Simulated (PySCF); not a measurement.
# SiH3F (SiFH3) at wB97X-V/STO-6G

What is the vertical singlet–triplet gap of SiH3F (SiFH3) at wB97X-V/STO-6G? 

Program for the calculation: PySCF 2.14.0.

10 further runs of the same task are left out: 1 that didn't finish, 9 set aside as unsound or not needed.

## (1) The system as given

The species is SiH3F (5 atoms), meant as a singlet with charge 0. SMILES: `[H][Si]([H])([H])F`. Geometry: relaxed at GFN2-xTB.

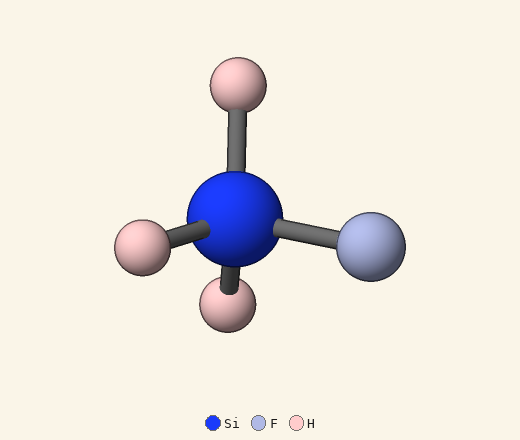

Viewed from a chosen angle; silicon blue, fluorine light blue, hydrogen pink.

## (2) The energy at wB97X-V/STO-6G

Input file input.py:

```python
from pyscf import gto, dft

mol = gto.Mole()
mol.atom = '''
Si      -0.000700       0.001210      -0.093590
F        0.010860      -0.019140       1.511980
H        1.400270       0.011030      -0.482220
H       -0.709280       1.218920      -0.453380
H       -0.701150      -1.212020      -0.482790
'''
mol.basis = 'sto-6g'
mol.verbose = 4
mol.max_memory = 1860
mol.charge = 0
mol.build()

mf = dft.RKS(mol)
mf.xc = 'wb97x-v'
mf.conv_tol = 1e-10
mf.nlcgrids.level = 1
mf.grids.level = 5
mf.kernel()
if not mf.converged:
    mf = mf.newton().run(mf.mo_coeff, mf.mo_occ)

e_tot = mf.e_tot
print('Final energy', e_tot)
```

Started as:

```bash
$ OMP_NUM_THREADS=1 python input.py
```

Log:

```text
PySCF version 2.14.0

[INPUT] num. atoms = 5
[INPUT] num. electrons = 26
[INPUT] charge = 0
[INPUT] spin (= nelec alpha-beta = 2S) = 0
[INPUT] symmetry False subgroup None
[INPUT] Mole.unit = angstrom
[INPUT] Symbol           X                Y                Z      unit          X                Y                Z       unit  Magmom
[INPUT]  1 Si    -0.000700000000   0.001210000000  -0.093590000000 AA   -0.001322808287   0.002286568611  -0.176859467998 Bohr   0.0
[INPUT]  2 F      0.010860000000  -0.019140000000   1.511980000000 AA    0.020522425713  -0.036169358024   2.857228105820 Bohr   0.0
[INPUT]  3 H      1.400270000000   0.011030000000  -0.482220000000 AA    2.646126800445   0.020843679154  -0.911263731788 Bohr   0.0
[INPUT]  4 H     -0.709280000000   1.218920000000  -0.453380000000 AA   -1.340344945632   2.303424967755  -0.856764030355 Bohr   0.0
[INPUT]  5 H     -0.701150000000  -1.212020000000  -0.482790000000 AA   -1.324981472239  -2.290385857495  -0.912340875679 Bohr   0.0

nuclear repulsion = 63.339569047753
number of shells = 11
number of NR pGTOs = 102
number of NR cGTOs = 17
basis = sto-6g
ecp = {}

******** <class 'pyscf.dft.rks.RKS'> ********
method = RKS
initial guess = minao
damping factor = 0
level_shift factor = 0
DIIS = <class 'pyscf.scf.diis.CDIIS'>
diis_start_cycle = 1
diis_space = 8
diis_damp = 0
SCF conv_tol = 1e-10
SCF conv_tol_grad = None
SCF max_cycles = 50
direct_scf = True
direct_scf_tol = 1e-13
XC library pyscf.dft.libxc version 7.0.0
    S. Lehtola, C. Steigemann, M. J.T. Oliveira, and M. A.L. Marques.,  SoftwareX 7, 1–5 (2018)
XC functionals = wb97x-v
    N. Mardirossian and M. Head-Gordon.,  Phys. Chem. Chem. Phys. 16, 9904-9924 (2014)
radial grids:
    Treutler-Ahlrichs [JCP 102, 346 (1995); DOI:10.1063/1.469408] (M4) radial grids

becke partition: Becke, JCP 88, 2547 (1988); DOI:10.1063/1.454033
pruning grids: <function nwchem_prune>
grids dens level: 5
symmetrized grids: False
atomic radii adjust function: <function treutler_atomic_radii_adjust>
** Following is NLC and NLC Grids **
NLC functional = wb97x-v
radial grids:
    Treutler-Ahlrichs [JCP 102, 346 (1995); DOI:10.1063/1.469408] (M4) radial grids

becke partition: Becke, JCP 88, 2547 (1988); DOI:10.1063/1.454033
pruning grids: <function nwchem_prune>
grids dens level: 1
symmetrized grids: False
atomic radii adjust function: <function treutler_atomic_radii_adjust>
small_rho_cutoff = 0
Set gradient conv threshold to 1e-05
Initial guess from minao.
tot grids = 158056
tot grids = 19128
init E= -389.234776186624
  HOMO = -0.381986879123773  LUMO = 0.222885535429907  gap/eV = 16.45942
cycle= 1 E= -389.426403193224  delta_E= -0.192  |g|= 0.363  |ddm|= 2.23
  HOMO = -0.130393007421372  LUMO = 0.336405263754846  gap/eV = 12.70223
cycle= 2 E= -389.481807105097  delta_E= -0.0554  |g|= 0.199  |ddm|= 1.05
  HOMO = -0.272552710557885  LUMO = 0.370883818272213  gap/eV = 17.50880
cycle= 3 E= -389.495673851509  delta_E= -0.0139  |g|= 0.0127  |ddm|= 0.319
  HOMO = -0.276203218055353  LUMO = 0.375111100643087  gap/eV = 17.72317
cycle= 4 E= -389.495792063052  delta_E= -0.000118  |g|= 0.00212  |ddm|= 0.0377
  HOMO = -0.276773862854867  LUMO = 0.374480975861194  gap/eV = 17.72155
cycle= 5 E= -389.495795048469  delta_E= -2.99e-06  |g|= 0.000479  |ddm|= 0.00591
  HOMO = -0.276448275883158  LUMO = 0.374433535694634  gap/eV = 17.71140
cycle= 6 E= -389.495795234441  delta_E= -1.86e-07  |g|= 5.49e-05  |ddm|= 0.00162
  HOMO = -0.276493381574545  LUMO = 0.374432725055435  gap/eV = 17.71260
cycle= 7 E= -389.495795236764  delta_E= -2.32e-09  |g|= 7.64e-06  |ddm|= 0.000176
  HOMO = -0.276493946702118  LUMO = 0.374433231119628  gap/eV = 17.71263
cycle= 8 E= -389.495795236803  delta_E= -3.85e-11  |g|= 3.13e-07  |ddm|= 2.27e-05
  HOMO = -0.276494417155941  LUMO = 0.374433358458935  gap/eV = 17.71265
Extra cycle  E= -389.495795236802  delta_E= 6.82e-13  |g|= 6.22e-08  |ddm|= 6.85e-07
converged SCF energy = -389.495795236802
Final energy -389.49579523680234
```

It took 17 s on 1 thread of Arm Neoverse V1, shared host; peak memory 0.19 GiB.

## (3) The triplet

Input file run.py:

```python
from pyscf import gto, dft

mol = gto.Mole()
mol.atom = '''
Si    -0.001323     0.002287    -0.176859
F      0.020522    -0.036169     2.857228
H      2.646127     0.020844    -0.911264
H     -1.340345     2.303425    -0.856764
H     -1.324981    -2.290386    -0.912341
'''
mol.unit = 'bohr'
mol.verbose = 4
mol.basis = 'sto-6g'
mol.max_memory = 1860
mol.spin = 2
mol.build()

ks = dft.UKS(mol, xc='wb97x-v')
ks.conv_tol = 1e-10
ks.grids.level = 5
ks.nlcgrids.level = 1
ks.kernel()
if not ks.converged:
    ks = ks.newton().run(ks.mo_coeff, ks.mo_occ)

energy = ks.e_tot
print('Final energy', energy)
```

Started as:

```bash
$ OMP_NUM_THREADS=1 python run.py
```

Log:

```text
PySCF version 2.14.0

[INPUT] num. atoms = 5
[INPUT] num. electrons = 26
[INPUT] charge = 0
[INPUT] spin (= nelec alpha-beta = 2S) = 2
[INPUT] symmetry False subgroup None
[INPUT] Mole.unit = bohr
[INPUT] Symbol           X                Y                Z      unit          X                Y                Z       unit  Magmom
[INPUT]  1 Si    -0.000700101450   0.001210228281  -0.093589752346 AA   -0.001323000000   0.002287000000  -0.176859000000 Bohr   0.0
[INPUT]  2 F      0.010859774723  -0.019139810542   1.511979944003 AA    0.020522000000  -0.036169000000   2.857228000000 Bohr   0.0
[INPUT]  3 H      1.400270105600   0.011030169784  -0.482220141932 AA    2.646127000000   0.020844000000  -0.911264000000 Bohr   0.0
[INPUT]  4 H     -0.709280028771   1.218920017063  -0.453379983937 AA   -1.340345000000   2.303425000000  -0.856764000000 Bohr   0.0
[INPUT]  5 H     -0.701149750102  -1.212020075410  -0.482790065788 AA   -1.324981000000  -2.290386000000  -0.912341000000 Bohr   0.0

nuclear repulsion = 63.3395757450378
number of shells = 11
number of NR pGTOs = 102
number of NR cGTOs = 17
basis = sto-6g
ecp = {}

******** <class 'pyscf.dft.uks.UKS'> ********
method = UKS
initial guess = minao
damping factor = 0
level_shift factor = 0
DIIS = <class 'pyscf.scf.diis.CDIIS'>
diis_start_cycle = 1
diis_space = 8
diis_damp = 0
SCF conv_tol = 1e-10
SCF conv_tol_grad = None
SCF max_cycles = 50
direct_scf = True
direct_scf_tol = 1e-13
number electrons alpha = 14  beta = 12
XC library pyscf.dft.libxc version 7.0.0
    S. Lehtola, C. Steigemann, M. J.T. Oliveira, and M. A.L. Marques.,  SoftwareX 7, 1–5 (2018)
XC functionals = wb97x-v
    N. Mardirossian and M. Head-Gordon.,  Phys. Chem. Chem. Phys. 16, 9904-9924 (2014)
radial grids:
    Treutler-Ahlrichs [JCP 102, 346 (1995); DOI:10.1063/1.469408] (M4) radial grids

becke partition: Becke, JCP 88, 2547 (1988); DOI:10.1063/1.454033
pruning grids: <function nwchem_prune>
grids dens level: 5
symmetrized grids: False
atomic radii adjust function: <function treutler_atomic_radii_adjust>
** Following is NLC and NLC Grids **
NLC functional = wb97x-v
radial grids:
    Treutler-Ahlrichs [JCP 102, 346 (1995); DOI:10.1063/1.469408] (M4) radial grids

becke partition: Becke, JCP 88, 2547 (1988); DOI:10.1063/1.454033
pruning grids: <function nwchem_prune>
grids dens level: 1
symmetrized grids: False
atomic radii adjust function: <function treutler_atomic_radii_adjust>
small_rho_cutoff = 0
Set gradient conv threshold to 1e-05
tot grids = 158056
tot grids = 19128
init E= -389.234776403941
[... the frontier-level lines of each cycle are left out ...]



cycle= 1 E= -388.877463168466  delta_E= 0.357  |g|= 0.32  |ddm|=  2.3


cycle= 2 E= -388.78598302781  delta_E= 0.0915  |g|= 0.67  |ddm|= 2.41


cycle= 3 E= -389.073767165038  delta_E= -0.288  |g|= 0.161  |ddm|= 1.28


cycle= 4 E= -389.096818778431  delta_E= -0.0231  |g|= 0.0497  |ddm|= 0.396


cycle= 5 E= -389.100622841458  delta_E= -0.0038  |g|= 0.0154  |ddm|= 0.204


cycle= 6 E= -389.101406825829  delta_E= -0.000784  |g|= 0.00355  |ddm|= 0.132


cycle= 7 E= -389.101469806377  delta_E= -6.3e-05  |g|= 0.00167  |ddm|= 0.0376


cycle= 8 E= -389.101491931675  delta_E= -2.21e-05  |g|= 0.000666  |ddm|= 0.034


cycle= 9 E= -389.101495281289  delta_E= -3.35e-06  |g|= 0.000314  |ddm|= 0.0136


cycle= 10 E= -389.101495935184  delta_E= -6.54e-07  |g|= 9.59e-05  |ddm|= 0.00751


cycle= 11 E= -389.101495990949  delta_E= -5.58e-08  |g|= 5.44e-05  |ddm|= 0.000914


cycle= 12 E= -389.101496019285  delta_E= -2.83e-08  |g|= 2.86e-05  |ddm|= 0.000685


cycle= 13 E= -389.10149602794  delta_E= -8.66e-09  |g|= 1.09e-05  |ddm|= 0.000414


cycle= 14 E= -389.101496028823  delta_E= -8.83e-10  |g|= 5.45e-06  |ddm|= 0.000115


cycle= 15 E= -389.101496029039  delta_E= -2.15e-10  |g|= 2.4e-06  |ddm|= 7.29e-05


cycle= 16 E= -389.101496029081  delta_E= -4.17e-11  |g|= 2e-06  |ddm|= 2e-05


Extra cycle  E= -389.101496029102  delta_E= -2.16e-11  |g|= 1.98e-06  |ddm|= 7.9e-06
converged SCF energy = -389.101496029102  <S^2> = 2.0014767  2S+1 = 3.0009843
Final energy -389.1014960291021
```

It took 32 s on 1 thread of Arm Neoverse V1, shared host; peak memory 0.2 GiB.

## (4) Results

Level: wB97X-V/STO-6G.

```
                                        quantity          value
                           singlet: total energy  -389.49580 Eh
                          singlet: dipole moment         1.05 D
                            singlet: HOMO energy       -7.52 eV
                            singlet: LUMO energy       10.19 eV
                          singlet: HOMO–LUMO gap       17.71 eV
                           triplet: total energy  -389.10150 Eh
                          triplet: dipole moment         1.51 D
                                   triplet: ⟨S²⟩          2.001
vertical energy of the triplet above the singlet      10.729 eV
```

What this shows: At this shape the triplet lies 10.73 eV (1035 kJ/mol) above the singlet. In a minimal basis such a difference can be off by several eV, whatever the method. Mulliken charges (triplet) run from -0.15 on H3 to +0.29 on Si1; they depend strongly on the basis.
